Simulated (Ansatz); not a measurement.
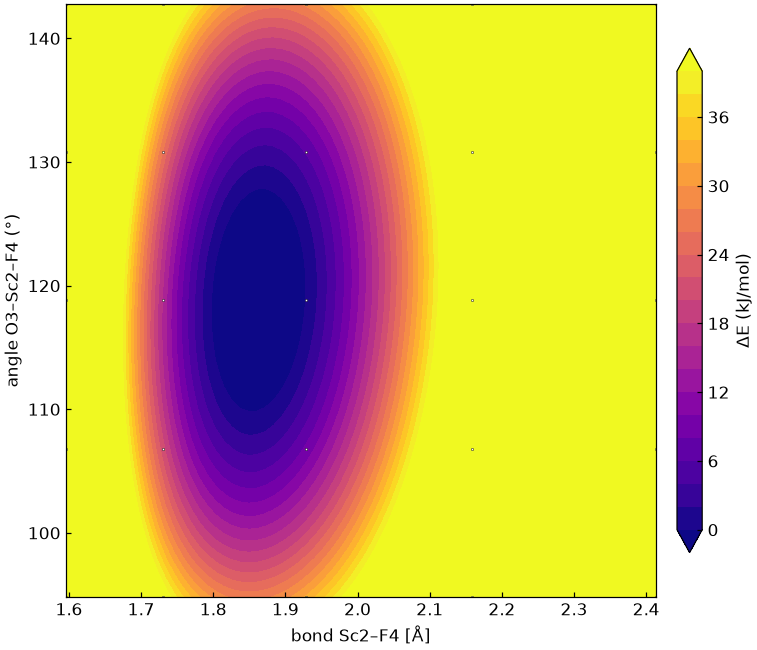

FH2O2Sc, SMILES [OH][Sc]([OH])[F]. Two internal coordinates are moved rigidly from the geometry relaxed at PBE0-D4/def2-TZVP, all others fixed. First axis: bond Sc2–F4. Second axis: angle O3–Sc2–F4. Grid: 5 × 5 points. Points are written as (first, second). Energies are in kJ/mol, from the lowest grid point. Method: RKS PBE0-D4/def2-TZVPP in Ansatz.

The picture shows filled contours, dots at the grid points, one colour for all values above the top of the scale. Between grid points the surface is interpolated.

Estimate the position of the minimum and the force constants in these coordinates.

The interpolated minimum is at bond Sc2–F4 ≈ 1.853 Å, angle O3–Sc2–F4 ≈ 118.8°. The curvatures there are about 23 eV/Å² and 3.4 eV/rad², with a cross term of about −0.9 eV/(Å·rad). Round the minimum the two coordinates are weakly coupled (coupling −0.10 in units of the two stiffnesses). (1 eV is 96.5 kJ/mol.)
